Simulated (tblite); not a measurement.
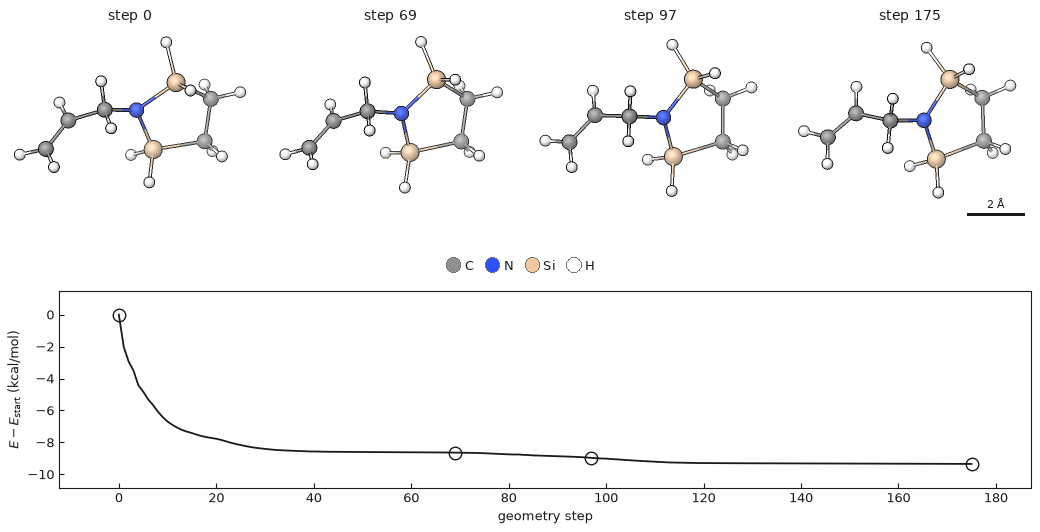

Frames of a relaxation of C$_{5}$H$_{13}$NSi$_{2}$, marked on the history of the run. The picture is a ball-and-stick view, seen at a tilt.

Method: tblite 0.8.0, GFN2-xTB geometry optimisation, gas phase. 

**Describe the path.**

An H atom moves most after the best rigid fit: 1.00 Å. By element the largest moves are H 1.00 Å, N 0.62 Å, C 0.60 Å, Si 0.44 Å. Near-neighbour distances that change, for instance: C–N 1.476 → 1.446 Å, C–C 1.343 → 1.319 Å, N–Si 1.714 → 1.736 Å, H–Si 1.486 → 1.470 Å. Among the angles between lasting bonds that change: Si–N–Si 104.2° → 116.8°, N–Si–C 108.0° → 96.9°, N–Si–C 105.1° → 97.9°. After 175 geometry steps the energy has fallen by 9.35 kcal/mol. From step 0 to 69: H atoms move most (0.42 Å), energy −8.64 kcal/mol. From step 69 to 97: an H atom moves most (0.63 Å), energy −0.33 kcal/mol. From step 97 to 175: an H atom moves most (0.34 Å), energy −0.38 kcal/mol.
